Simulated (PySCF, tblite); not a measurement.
# C6H6ClF: geometry, infrared bands and NMR shifts

What infrared bands and NMR shifts should C6H6ClF (`C=C/C(F)=C/C=C\Cl`) show?

The runs use tblite 0.8.0 and PySCF 2.14.0, with density-fitted response routines of our own; the level of theory stands in each step. All values are computed, except where a source is named. Atoms count from 0, in the outputs and in this text.

### Step 1. Starting geometry

14 atoms, charge 0, multiplicity 1; geometry from: force field or distance geometry start.

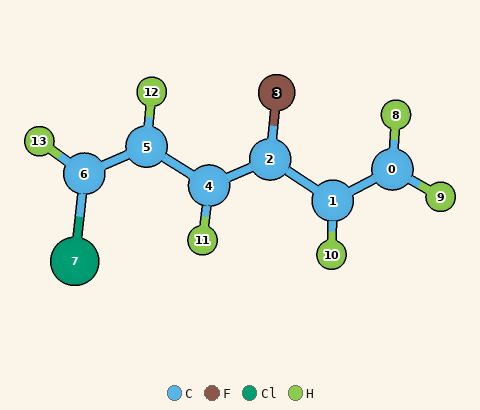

The starting geometry (carbon blue, fluorine brown, chlorine teal, hydrogen green), atoms numbered; sticks join atoms by distance.

### Step 2. Relaxing the molecule with GFN2-xTB

What the job is given:

```
{"job": {"kind": "relax", "xc": "GFN2-xTB", "basis": "xTB"}, "charge": 0, "multiplicity": 1}
C     -2.954000     0.291300     0.717600
C     -1.859400     0.301600    -0.018400
C     -0.571400     0.003400     0.643700
F     -0.568700    -0.248400     1.954600
C      0.558000    -0.012200     0.003800
C      1.840700    -0.298900     0.623100
C      2.991900    -0.310700    -0.036000
Cl     3.008500     0.030900    -1.755500
H     -2.916300     0.075200     1.784700
H     -3.936400     0.501200     0.292300
H     -1.940700     0.515000    -1.069100
H      0.578400     0.194800    -1.072000
H      1.847100    -0.507300     1.696700
H      3.921600    -0.536300     0.492300
```

On the command line:

```sh
$ OMP_NUM_THREADS=1 python probes_run.py task.json out
```

One launch serves the whole session: the jobs run in the order shown.

The program printed:

```text
step      E/eV     max force
  0    -683.15697    3.288
  1    -683.25327    2.151
  2    -683.31468    0.626
  3    -683.34621    0.507
  4    -683.37303    0.760
  5    -683.38982    0.410
  6    -683.39829    0.313
  7    -683.40398    0.211
  8    -683.40747    0.164
  9    -683.41019    0.117
 10    -683.41266    0.125
 11    -683.41510    0.133
 12    -683.41696    0.106
 13    -683.41834    0.107
 14    -683.41964    0.124
 15    -683.42107    0.118
 16    -683.42226    0.085
 17    -683.42275    0.040
 18    -683.42293    0.034
 19    -683.42303    0.029
 20    -683.42312    0.027
 21    -683.42318    0.021
 22    -683.42323    0.021
 23    -683.42328    0.020
 24    -683.42332    0.016
 25    -683.42334    0.012
 26    -683.42336    0.009
```

Run time: 0.54 s. Hardware: 1 thread of Intel Xeon at 2.50GHz, shared host; peak memory 0.18 GiB.

Relaxation path:

| step | energy from step 0 (eV) | largest force (eV/Å) |
| --- | --- | --- |
| 0 | 0.0000 | 3.2879 |
| 1 | -0.0963 | 2.1513 |
| 2 | -0.1577 | 0.6257 |
| 3 | -0.1892 | 0.5074 |
| 4 | -0.2161 | 0.7598 |
| 5 | -0.2328 | 0.4098 |
| 6 | -0.2413 | 0.3126 |
| 7 | -0.2470 | 0.2110 |
| 8 | -0.2505 | 0.1639 |
| 9 | -0.2532 | 0.1175 |
| 10 | -0.2557 | 0.1248 |
| 11 | -0.2581 | 0.1329 |
| 12 | -0.2600 | 0.1057 |
| 13 | -0.2614 | 0.1070 |
| 14 | -0.2627 | 0.1243 |
| 15 | -0.2641 | 0.1181 |
| 16 | -0.2653 | 0.0854 |
| 17 | -0.2658 | 0.0400 |
| 18 | -0.2660 | 0.0338 |
| 19 | -0.2661 | 0.0294 |
| 20 | -0.2662 | 0.0266 |
| 21 | -0.2662 | 0.0208 |
| 22 | -0.2663 | 0.0215 |
| 23 | -0.2663 | 0.0197 |
| 24 | -0.2663 | 0.0155 |
| 25 | -0.2664 | 0.0116 |
| 26 | -0.2664 | 0.0094 |

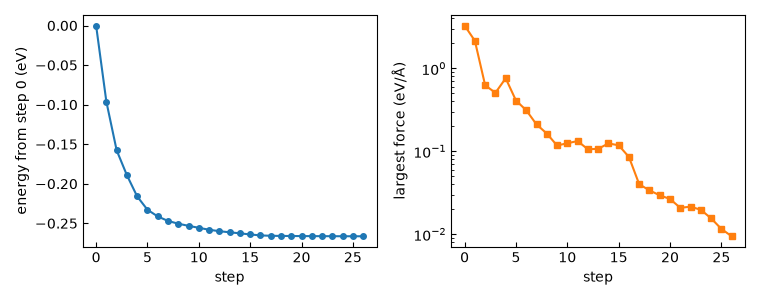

Energy and force, step by step.

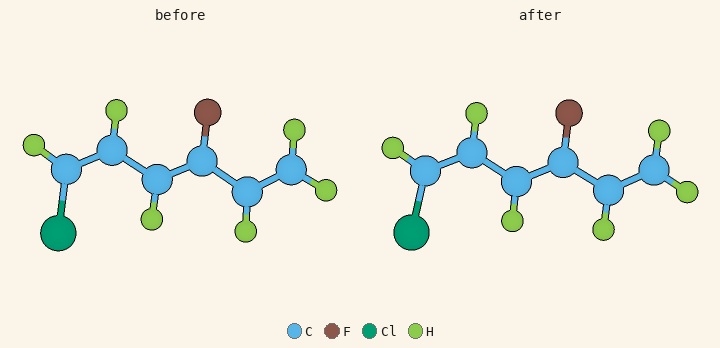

The geometry before (left) and after (right).

Distances of close pairs at the start and the end, largest changes first:

| bond | before (Å) | after (Å) | change (Å) |
| --- | --- | --- | --- |
| C2–C4 | 1.298 | 1.347 | +0.048 |
| C1–C2 | 1.479 | 1.442 | -0.037 |
| C6–Cl7 | 1.753 | 1.717 | -0.036 |
| C4–C5 | 1.453 | 1.433 | -0.020 |
| C2–F3 | 1.335 | 1.354 | +0.019 |
| C4–H11 | 1.096 | 1.079 | -0.017 |
| C0–H9 | 1.091 | 1.075 | -0.016 |
| C6–H13 | 1.093 | 1.078 | -0.015 |

The final coordinates are the input of the step that follows.

### Step 3. Harmonic vibrations with GFN2-xTB

What the job is given:

```
{"job": {"kind": "ir", "xc": "GFN2-xTB", "basis": "xTB"}, "charge": 0, "multiplicity": 1}
C     -3.023381     0.295062     0.747326
C     -1.884700     0.287225     0.057382
C     -0.594553     0.010125     0.637739
F     -0.601712    -0.249259     1.966729
C      0.576843    -0.008741    -0.026189
C      1.842860    -0.289132     0.583450
C      3.016067    -0.310689    -0.054652
Cl     3.193462     0.000192    -1.733721
H     -3.041595     0.089167     1.804341
H     -3.966616     0.506656     0.276583
H     -1.870937     0.494295    -1.002719
H      0.563678     0.200456    -1.084393
H      1.841864    -0.499172     1.644040
H      3.948041    -0.526658     0.441942
```

The program printed:

```text
mode    cm-1     km/mol
  1      62.4      1.48
  2      94.9      1.80
  3      96.7      2.66
  4     184.0      1.02
  5     194.8      0.43
  6     263.9      1.64
  7     393.1      0.49
  8     438.1      0.02
  9     483.1      4.36
 10     514.2      2.64
 11     638.3      1.05
 12     686.1      3.36
 13     739.6     33.21
 14     759.6     24.60
 15     831.8      0.57
 16     876.3     78.28
 17     888.0     12.38
 18     898.6      4.31
 19     998.9     23.47
 20    1009.1     33.48
 21    1118.1      6.92
 22    1162.1     16.09
 23    1223.3      3.69
 24    1262.1    111.01
 25    1282.2     24.16
 26    1318.5      8.59
 27    1401.0      6.60
 28    1600.5     10.94
 29    1620.4     79.02
 30    1651.6      0.32
 31    3073.0      1.12
 32    3083.5     14.42
 33    3090.8      4.76
 34    3106.7     19.25
 35    3114.4      4.52
 36    3147.9     27.20
```

It took 1.3 s on 1 thread of Intel Xeon at 2.50GHz, shared host; peak memory 0.18 GiB.

The strongest bands and the atoms that carry them (share of the mass-weighted mode):

| cm⁻¹ | km/mol | atoms |
| --- | --- | --- |
| 740 | 33.2 | C6 59 %, Cl7 20 % |
| 760 | 24.6 | H13 66 %, C6 16 % |
| 876 | 78.3 | F3 33 %, C4 25 % |
| 1009 | 33.5 | H9 29 %, H8 19 %, C0 15 %, H10 14 % |
| 1262 | 111.0 | C2 23 %, H13 22 %, H11 17 % |
| 1282 | 24.2 | H10 37 %, C1 20 %, C2 12 %, H8 12 % |
| 1620 | 79.0 | C2 44 %, C4 35 %, C6 10 % |
| 3148 | 27.2 | H9 61 %, H8 27 % |

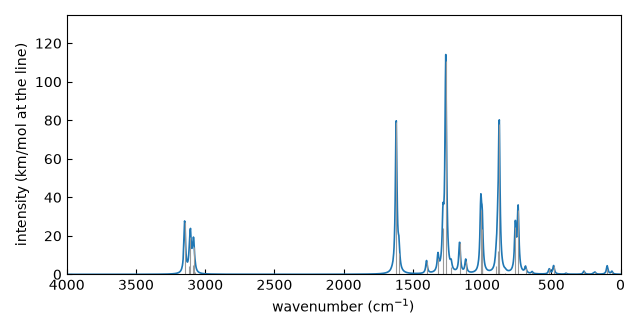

The infrared spectrum from these modes, unscaled. Lines are broadened to a width of 14 cm⁻¹ (Lorentzian).

### Step 4. Nuclear shieldings: PBE0/pcSseg-1

Settings changed since step 3:

```diff
@@ -1,2 +1,2 @@
-{"job": {"kind": "ir", "xc": "GFN2-xTB", "basis": "xTB"}, "charge": 0, "multiplicity": 1}
+{"job": {"kind": "nmr", "xc": "PBE0", "basis": "pcSseg-1"}, "charge": 0, "multiplicity": 1}
 C     -3.023381     0.295062     0.747326
```

With the program's defaults for keys left out, this is: GIAO PBE0/pcSseg-1 NMR shielding, non-relativistic, gas phase.

The program printed:

```text
coarse grid: 12952 points
cycle   1  E = -791.5453370931  dE =  1.151e+00  |g| = 5.066e-01  |ddm| = 3.599e+00
cycle   2  E = -791.5161612896  dE =  2.918e-02  |g| = 6.654e-01  |ddm| = 8.959e-01
cycle   3  E = -791.5964865788  dE = -8.033e-02  |g| = 8.970e-02  |ddm| = 5.283e-01
cycle   4  E = -791.5981170426  dE = -1.630e-03  |g| = 3.281e-02  |ddm| = 9.682e-02
cycle   5  E = -791.5983568599  dE = -2.398e-04  |g| = 1.063e-02  |ddm| = 3.173e-02
cycle   6  E = -791.5983811874  dE = -2.433e-05  |g| = 3.571e-03  |ddm| = 1.056e-02
cycle   7  E = -791.5983843300  dE = -3.143e-06  |g| = 1.202e-03  |ddm| = 4.046e-03
final grid: 122832 points
cycle   8  E = -791.6529685564  dE = -4.365e-05  |g| = 7.266e-03  |ddm| = 3.988e-02
cycle   9  E = -791.6529661648  dE =  2.392e-06  |g| = 8.052e-03  |ddm| = 1.306e-02
cycle  10  E = -791.6529809662  dE = -1.480e-05  |g| = 1.480e-03  |ddm| = 7.208e-03
cycle  11  E = -791.6529813552  dE = -3.890e-07  |g| = 3.719e-04  |ddm| = 1.405e-03
cycle  12  E = -791.6529813856  dE = -3.041e-08  |g| = 1.564e-04  |ddm| = 5.116e-04
cycle  13  E = -791.6529813911  dE = -5.551e-09  |g| = 3.619e-05  |ddm| = 1.749e-04
cycle  14  E = -791.6529813914  dE = -2.885e-10  |g| = 1.087e-05  |ddm| = 5.078e-05
converged SCF energy = -791.6529813914

GIAO shielding tensors (ppm)
atom      isotropic    diamagn.    paramagn.     s11        s22        s33       span
  0 C       61.252     251.597    -190.345    -50.715     57.501    176.972    227.687
  1 C       50.331     256.640    -206.309    -62.890     66.946    146.937    209.827
  2 C       17.799     249.476    -231.677    -64.223     43.741     73.878    138.102
  3 F      298.418     476.154    -177.736    184.130    280.632    430.492    246.362
  4 C       73.964     258.065    -184.101    -15.359     82.552    154.698    170.057
  5 C       56.613     251.594    -194.981    -56.978     62.622    164.197    221.175
  6 C       54.554     250.854    -196.301    -31.990     73.096    122.555    154.545
  7 Cl     760.148    1146.919    -386.772    518.971    846.293    915.180    396.210
  8 H       25.599      30.224      -4.625     22.492     24.117     30.189      7.696
  9 H       26.022      27.792      -1.769     23.602     25.331     29.135      5.534
 10 H       25.304      32.074      -6.770     23.236     23.449     29.228      5.992
 11 H       25.530      32.945      -7.415     21.685     22.797     32.106     10.420
 12 H       24.732      30.544      -5.812     21.994     22.973     29.227      7.233
 13 H       25.559      27.629      -2.070     20.611     27.002     29.064      8.453
```

It took 77 s on 1 thread of Intel Xeon at 2.50GHz, shared host; peak memory 0.77 GiB.

Shifts follow as δ = σ(reference) − σ, with reference shieldings (ppm) from runs at the same level and on the same kind of geometry: ¹H TMS 31.72, ¹³C TMS 186.9, ¹⁹F CFCl3 170.9, ³⁵Cl HCl 950. The references are single molecules in the gas phase, so shifts against H2O, NH3, PH3, H3PO4 or CFCl3 are not on the usual liquid scales and can be off by tens of ppm.

| atoms | environment | σ (ppm) | δ (ppm) | δ scaled to CDCl3 |
| --- | --- | --- | --- | --- |
| C2 | fully substituted alkene carbon | 17.8 | 169.1 | 163.2 |
| C1 | alkene CH | 50.3 | 136.6 | 131.4 |
| C6 | alkene CH | 54.6 | 132.4 | 127.3 |
| C5 | alkene CH | 56.6 | 130.3 | 125.3 |
| C0 | terminal =CH2 carbon | 61.3 | 125.7 | 120.7 |
| C4 | alkene CH | 74.0 | 113.0 | 108.3 |
| H12 | hydrogen on an alkene CH | 24.73 | 6.99 | 6.69 |
| H10 | hydrogen on an alkene CH | 25.30 | 6.41 | 6.15 |
| H11 | hydrogen on an alkene CH | 25.53 | 6.19 | 5.94 |
| H13 | hydrogen on an alkene CH | 25.56 | 6.16 | 5.91 |
| H8 | hydrogen on a terminal =CH2 carbon | 25.60 | 6.12 | 5.87 |
| H9 | hydrogen on a terminal =CH2 carbon | 26.02 | 5.69 | 5.47 |
| F3 | vinylic fluorine | 298.4 | -127.5 | – |
| Cl7 | chlorine bonded to C | 760 | 190 | – |

The scaled column applies a straight-line fit of computed shieldings to shifts measured in CDCl3, with any fitted terms for Cl, Br or S neighbours, and one for carbons that bear F (root-mean-square error 0.16 ppm for H, 1.9 ppm for C).

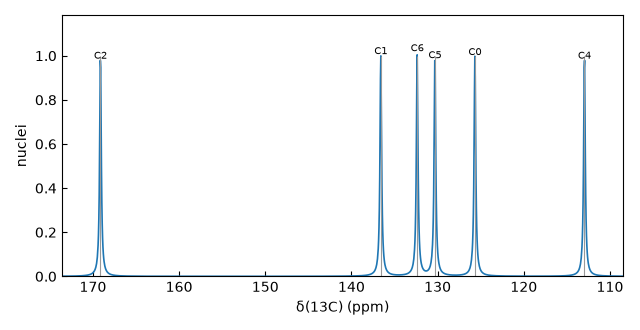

¹³C lines at the computed shifts, without couplings. Lines are broadened to a width of 0.22 ppm (Lorentzian).

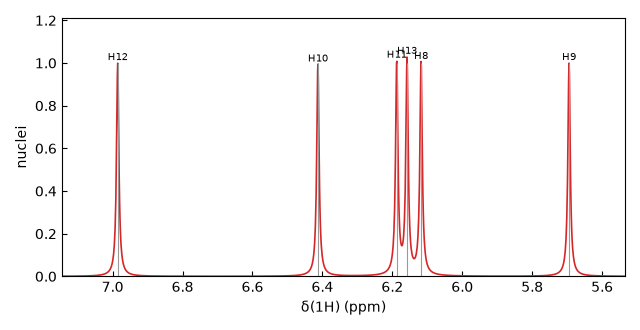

¹H lines at the computed shifts, without couplings. Lines are broadened to a width of 0.01 ppm (Lorentzian).

Charges from the same density, by scheme (e):

| atoms | Mulliken | IAO | Hirshfeld | ESP fit |
| --- | --- | --- | --- | --- |
| C0 | -0.11 | -0.30 | -0.09 | -0.32 |
| C1 | -0.27 | -0.17 | -0.06 | -0.25 |
| C2 | 0.36 | 0.30 | 0.09 | 0.30 |
| F3 | -0.28 | -0.27 | -0.06 | -0.15 |
| C4 | -0.21 | -0.21 | -0.08 | -0.31 |
| C5 | -0.10 | -0.16 | -0.06 | 0.03 |
| C6 | -0.08 | -0.18 | -0.03 | -0.29 |
| Cl7 | -0.10 | -0.02 | -0.02 | -0.04 |

IAO charges:

C0 -0.30; C1 -0.17; C2 0.30; F3 -0.27; C4 -0.21; C5 -0.16; C6 -0.18; Cl7 -0.02; H8 0.16; H9 0.16; H10 0.16; H11 0.17; H12 0.18; H13 0.17

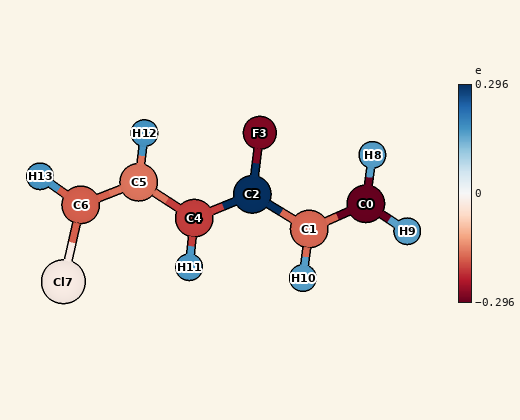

IAO charges, as colours on the atoms.

Mayer bond orders: C0–C1 1.88, C1–C2 1.08, C2–F3 0.97, C2–C4 1.63, C4–C5 1.12, C5–C6 1.79, C6–Cl7 1.04.

### Step 5. Results

```
                                 quantity                                         value
strongest single infrared mode (GFN2-xTB)                         1262 cm⁻¹, 111 km/mol
             zero-point energy (GFN2-xTB)                                 61.9 kcal/mol
   ¹³C shifts against TMS (PBE0/pcSseg-1)  169.1, 136.6, 132.4, 130.3, 125.7, 113.0 ppm
    ¹H shifts against TMS (PBE0/pcSseg-1)        6.99, 6.41, 6.19, 6.16, 6.12, 5.69 ppm
 ¹⁹F shifts against CFCl3 (PBE0/pcSseg-1)                                    -127.5 ppm
  ³⁵Cl shifts against HCl (PBE0/pcSseg-1)                                       190 ppm
```

The optimisation took 26 steps and gained 0.266 eV; among the close pairs (by a distance rule), C2–C4 changed most, from 1.298 to 1.347 Å. All 36 modes are real, so the xTB geometry is a minimum. The strongest single mode, at 1262 cm⁻¹, is spread over several atoms, C2, H13, H11 among them. Unscaled tight-binding wavenumbers are off by several per cent, some by more. Its intensities can rank the bands wrongly. At PBE0/pcSseg-1: The largest span, 396 ppm, is at Cl7, where the paramagnetic term is -387 ppm.
